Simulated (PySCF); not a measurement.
# C6H12Si (SMILES [SiH3]CC1=CCCC1): what the fields show

Input

```
{"job": {"kind": "nmr", "xc": "PBE0", "basis": "pcSseg-1", "pop": false}, "charge": 0, "multiplicity": 1}
Si     2.616000     0.423800     0.674800
C      1.516300    -0.503100    -0.606000
C      0.115500    -0.176100    -0.424500
C     -0.730400     0.451600    -1.223600
C     -2.057100     0.619500    -0.612400
C     -1.960100    -0.136300     0.707400
C     -0.568400    -0.673700     0.859700
H      3.057000    -0.454500     1.742100
H      3.856400     0.884400     0.043400
H      1.925300     1.631400     1.169400
H      1.919500    -0.075500    -1.620800
H      1.683300    -1.621700    -0.599200
H     -0.551000     0.900200    -2.169800
H     -2.309100     1.666700    -0.337100
H     -2.796100     0.185500    -1.243400
H     -2.211100     0.556800     1.591500
H     -2.682800    -0.912700     0.746300
H     -0.588900    -1.743600     0.994200
H     -0.098300    -0.303800     1.758400
```

Run with:

```sh
OMP_NUM_THREADS=1 python probes_run.py task.json out
```

Geometry: GFN2-xTB, MD frame at 250 fs, 200 K.

These are results of PBE0/pcSseg-1, SCF density, gas phase, non-relativistic in PySCF, not measurements.

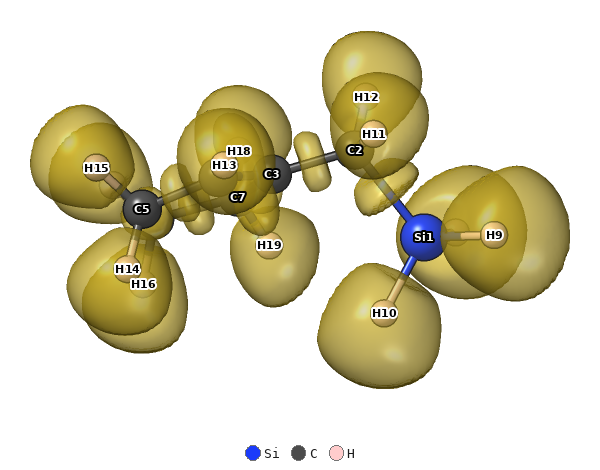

Figure 1. Isosurface of the ELF at 0.8 (yellow), seen from one side. Core shells and regions of very low density are left out.

Where are the electrons localised?

Answer. At this value the surface marks out six regions between bonded C–C atoms (shared pairs), one region between bonded C–Si atoms (shared pairs) and twelve regions around hydrogen nuclei. Along the contacts the grid gives the following. C–C (1.32 Å): the ELF peaks at about 0.90 between the atoms; a short, multiple covalent bond. C–Si (1.93 Å): the ELF peaks at about 0.95 between the atoms (a covalent bond).

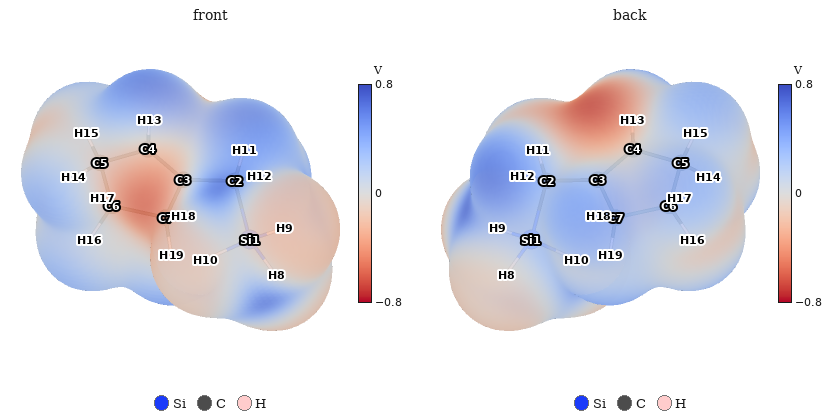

Figure 2. The electrostatic potential painted on the density surface at 0.001 e/bohr³, seen from the front and from behind; red is negative and blue positive.

Describe the electrostatic potential map.

Answer. The most negative region (about −0.6 V) lies over the π face of C3 and C4, the most positive (about +0.6 V) over Si1, H12 and H13.

What dipole moment does the calculation give?

Answer. Its dipole moment is 0.55 D.

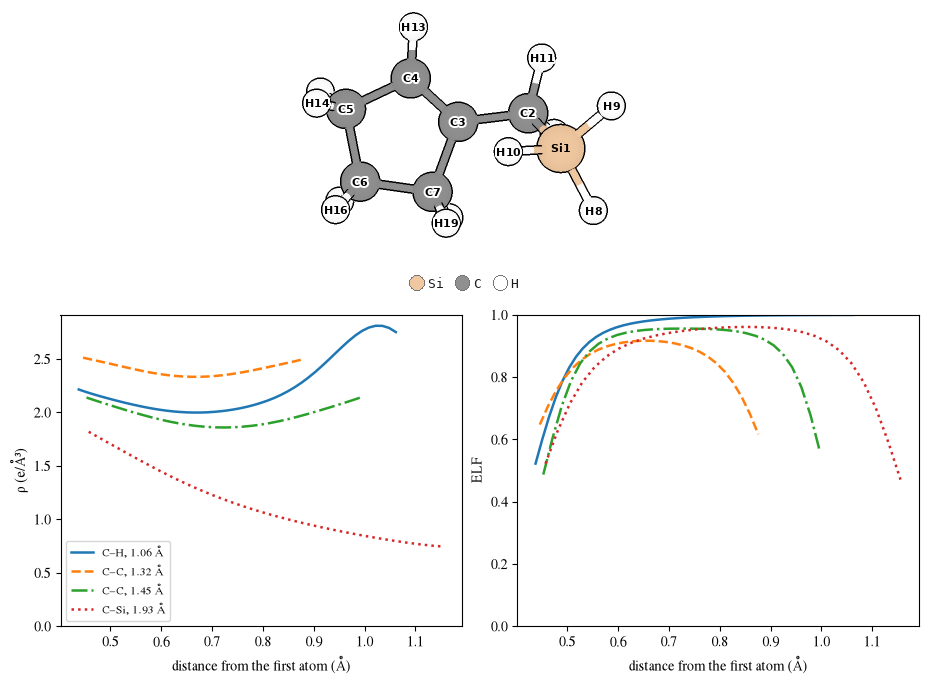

Figure 3. Electron density and ELF along straight lines between neighbouring atoms. The curves leave out the atomic cores. The structure is drawn too.

Compare the contacts.

Answer. C–H (1.06 Å): ρ is about 2.1 e/Å³ halfway; the ELF climbs to about 1 towards the hydrogen, as it does in any bond to H; an ordinary covalent bond to hydrogen.
C–C (1.32 Å): ρ at the midpoint is about 2.3 e/Å³; the ELF peaks at about 0.90 between the atoms; a multiple bond.
C–C (1.45 Å): the density is about 1.9 e/Å³ at the midpoint; the ELF peaks at about 0.95 between the atoms, as expected for localised, covalent bonding.
C–Si (1.93 Å): ρ at the midpoint is about 0.88 e/Å³; the ELF peaks at about 0.95 between the atoms, as expected for a shared electron pair.
